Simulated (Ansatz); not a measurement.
## What 4 layers does to hypothetical CdI2 type MnF2

Take MnF$_{2}$ in the CdI2 type structure (space group P-3m1, No. 164; a = 3.303 Å, c = 4.086 Å; ferromagnetic; a hypothetical phase, not in the database extracts checked; layered, stacked along the Cartesian z axis) as the base.

One thing is altered: a free-standing slab of 4 layers (12 atoms, 3 a layer) is cut normal to the stacking axis, with 15 Å of vacuum and the in-plane cell relaxed.

All numbers come from r2SCAN+rVV10 (Ansatz, a first-principles code; PAW; 500 eV plane waves; without spin-orbit coupling). k-mesh 11×11×1 (Γ-centred); smearing 0.05 eV (Fermi–Dirac), for the changed cell.

- Layer's space group (with vacuum): P-3m1 (No. 164)
- Band gap: 2.37 eV (base 2.22 eV)
- Gap character: direct at Γ
- Electron mass (in plane): 0.51 mₑ (at Γ)
- Magnetic state: ferromagnetic (base ferromagnetic)
- Largest site moment: 4.25 μB (base 4.25 μB)
- Excess energy per area of both faces (slab less bulk energy over the cell's area: twice a surface energy): 0.28 J/m²
- In-plane lattice parameter a: 6.234 bohr (base 6.242 bohr)

Final structure:

```yaml
crystal:
  lattice:
    - [3.29877, 0.00000, 0.00000]
    - [1.64938, 2.85682, 0.00000]
    - [0.00000, 0.00000, 29.14274]
  atoms:
    - { symbol: F, position: [0.66667, 0.66667, 0.25607] }
    - { symbol: Mn, position: [0.00000, 0.00000, 0.28872] }
    - { symbol: F, position: [0.33333, 0.33333, 0.32113] }
    - { symbol: F, position: [0.66667, 0.66667, 0.39724] }
    - { symbol: Mn, position: [0.00000, 0.00000, 0.42965] }
    - { symbol: F, position: [0.33333, 0.33333, 0.46206] }
    - { symbol: F, position: [0.66667, 0.66667, 0.53794] }
    - { symbol: Mn, position: [0.00000, 0.00000, 0.57035] }
    - { symbol: F, position: [0.33333, 0.33333, 0.60276] }
    - { symbol: F, position: [0.66667, 0.66667, 0.67887] }
    - { symbol: Mn, position: [0.00000, 0.00000, 0.71128] }
    - { symbol: F, position: [0.33333, 0.33333, 0.74393] }
```

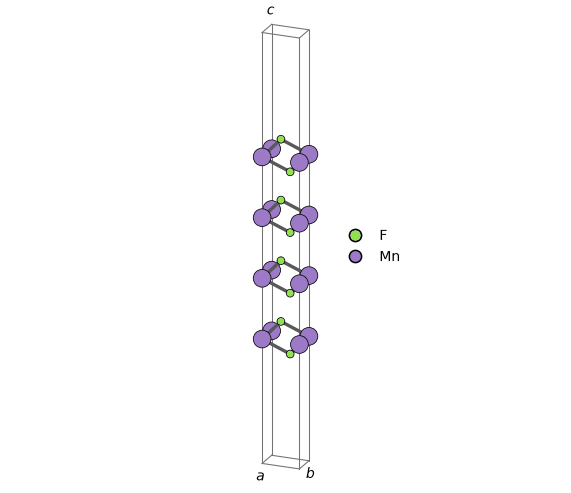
Figure. The relaxed cell after the change

Slab and bulk use different k-meshes, which limits the precision of the excess energy. Masses are band curvatures over ±0.01 Å⁻¹ around the edge. Stability against distortions was not tested. No Hubbard U is applied and the magnetic state is the run's own (MnF2 ferromagnetic); small cells can't hold the antiferromagnetic order that many such compounds have, so gaps and moments can be off.
